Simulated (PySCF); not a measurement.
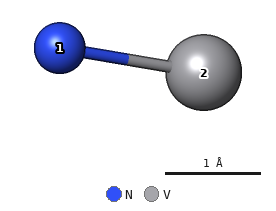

This is the input geometry for a relaxation of VN (multiplicity 3). A ball-and-stick model, seen at a tilt.

The start comes from GFN2-xTB. Its atoms were then displaced at random by about 0.03 Å.

Computed with PBE0-D3(BJ)/def2-SVP geometry optimisation, gas phase (PySCF).

```xyz
2

N     0.8661   -0.0812    0.0054
V    -0.8164   -0.0065   -0.0276
```

Q: What does the optimiser find from here?

A: The largest moves after the best rigid fit, 0.085 Å, are those of N1 and V2. By element the largest moves are N 0.085 Å, V 0.085 Å. Some distances before and after: N1–V2 1.685 → 1.515 Å. The energy falls by 11.3 kcal/mol in 6 geometry steps.

History of the run:

```tsv
step	E − E(0), kcal/mol
0	0.00
1	-9.45
2	0.37
3	-10.61
4	-11.23
5	-11.26
6	-11.26
```

The structure at the end:

```xyz
2

N     0.7813   -0.0775    0.0037
V    -0.7315   -0.0103   -0.0259
```

The end point in the same view:

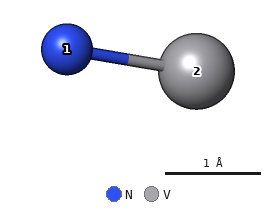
